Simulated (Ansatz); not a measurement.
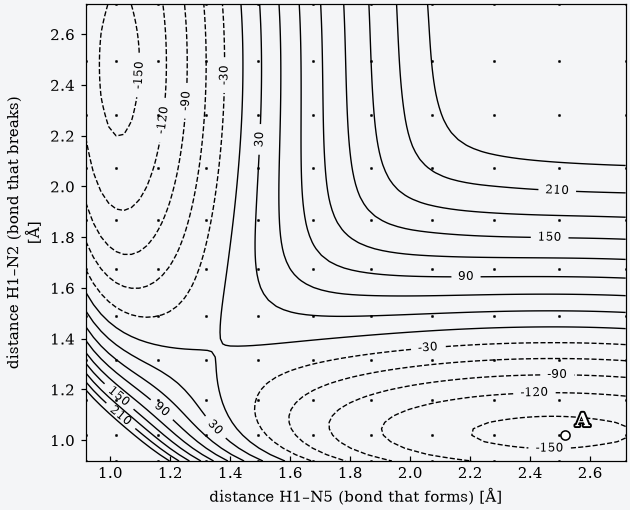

The reacting system CH4N2S (one molecule; an intramolecular 1,3-shift). 
- The first coordinate is: distance H1–N5 (bond that forms); the second: distance H1–N2 (bond that breaks).
- Relaxed at each point: all other coordinates.
- The grid has 11 × 11 points.
- Points are written as (first, second).
- All energies are given in kJ/mol relative to a guessed transition structure relaxed with its forming and breaking bonds held.
- The reference is spin-restricted, so regions where a bond is pulled apart into radicals lie too high.
- Computed with Ansatz, RKS PBE-D4/def2-SVP.

The picture shows contour lines labelled in kJ/mol (none above 240), dots at the grid points, the point A. Between grid points the surface is interpolated.

Q: Find the lowest path from A to the other arm of the map, and its barrier.

A: The easiest path runs from the side where the first distance is long, (2.496 Å, 1.019 Å), to the side where the second distance is long, (1.019 Å, 2.496 Å). Its highest point, at about (1.36 Å, 1.36 Å), lies about 157 kJ/mol above the start and 159 kJ/mol above the end on the interpolated surface.

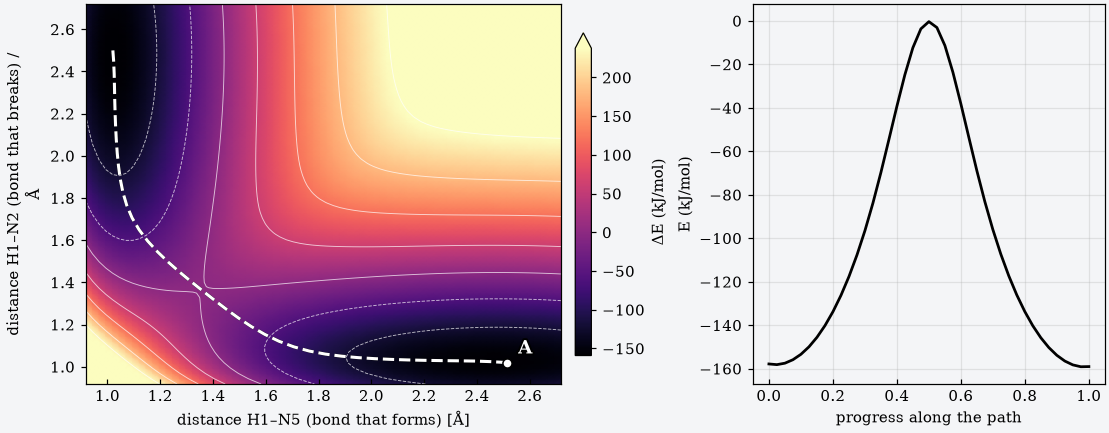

Drawn: a smooth colour map with a few white contour lines, a line along the lowest path, one colour for all values above the top of the scale, the energy along the path at the right. Between grid points the surface is interpolated.
